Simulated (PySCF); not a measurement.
C4H5FSSi, SMILES F[SiH2]c1cccs1, singlet, GFN2-xTB optimised geometry. Atoms within 1.6 Å of the plane z = 1.2 Å (x, y, z in Å): F1 (-0.76, -3.05, 0.01), Si2 (-1.69, -1.74, 0.00), C3 (-0.52, -0.28, 0.00), C4 (0.85, -0.28, 0.00), C5 (1.42, 1.01, 0.00), C6 (0.47, 1.99, 0.00), S7 (-1.12, 1.35, 0.00), H9 (-2.47, -1.81, 1.23), H10 (1.42, -1.19, 0.00), H11 (2.47, 1.20, 0.00), H12 (0.62, 3.05, 0.00).

Level of theory: PBE0/def2-TZVP (PySCF).

Map of the Laplacian of the electron density (e/bohr⁵), clipped to [-1.50, 1.50] on the plane z = 1.2 Å:

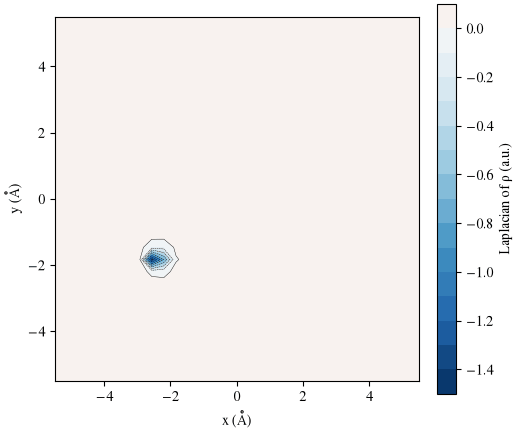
Figure: Laplacian of the electron density (e/bohr⁵), clipped to [-1.50, 1.50] on the plane z = 1.2 Å.
